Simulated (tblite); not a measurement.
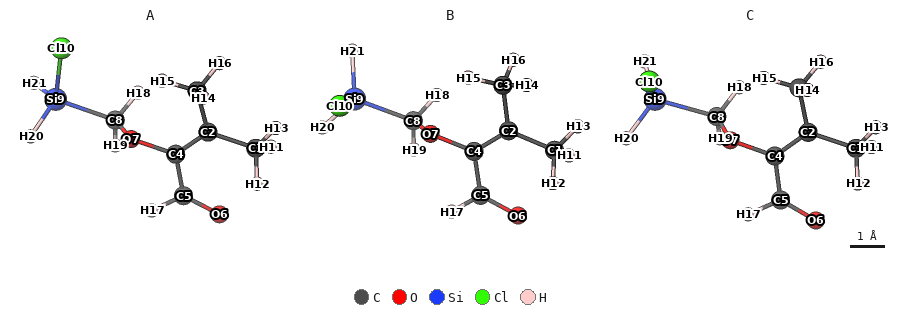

3 geometries from one relaxation of C₆H₁₁ClO₂Si, in shuffled order. The picture is a ball-and-stick view, seen from a free direction.

The calculation used GFN2-xTB geometry optimisation, gas phase in tblite 0.8.0. 

**Order the frames from highest to lowest energy.**

B, C, A. They are steps 0, 87, 187, at +12.0 kcal/mol, +1.11 kcal/mol relative to the last. The atom that moves furthest after the best rigid fit is Cl10 (1.91 Å). Largest moves by element: Cl 1.91 Å, H 1.52 Å, O 0.37 Å, C 0.26 Å, Si 0.13 Å. Some distances before and after: Si9–Cl10 2.082 → 2.004 Å, C5–O6 1.257 → 1.210 Å, C1–H13 1.129 → 1.087 Å, C8–Si9 1.871 → 1.909 Å. Among the angles between lasting bonds that change: C4–C5–H17 118.8° → 112.6°, H11–C1–H12 110.5° → 106.0°, C2–C3–H16 105.5° → 109.9°. Groups turn about C8–Si9 by about 65°, C2–C3 by about 30°. The energy falls by 12.0 kcal/mol in 187 geometry steps. Cost: 2.1 s on 1 thread of Arm Neoverse V1, with other jobs on the host.
